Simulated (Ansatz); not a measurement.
Response to strain in TiO2

Take TiO2 in the rutile structure (space group P4_2/mnm, No. 136; a = 4.6434 Å, c = 2.9638 Å) as the base. Axes: x, y, z lie along a, b, c of the conventional cell.

Strains are applied to the cell and any free atomic positions relax.

The values are results of PBE/PAW in Ansatz (a quantum-chemistry and plane-wave program), no spin-orbit coupling, not measurements.

Notes on the quantities. energy relative to the base: free energy F.

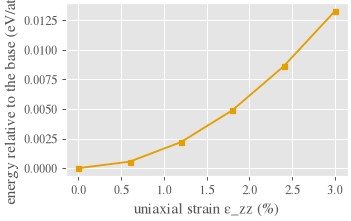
Figure. Energy relative to the base against uniaxial strain ε_zz

Problem. From the plot, what is the energy relative to the base for uniaxial strain ε_zz = +1.80 %?

Solution. About 0.005 eV/atom.

Problem. Is the trend monotonic over the range shown?

Solution. Yes, it rises throughout, spanning 0 meV/atom to +13 meV/atom.

Stability against distortions was not tested. All final runs are without spin polarisation.
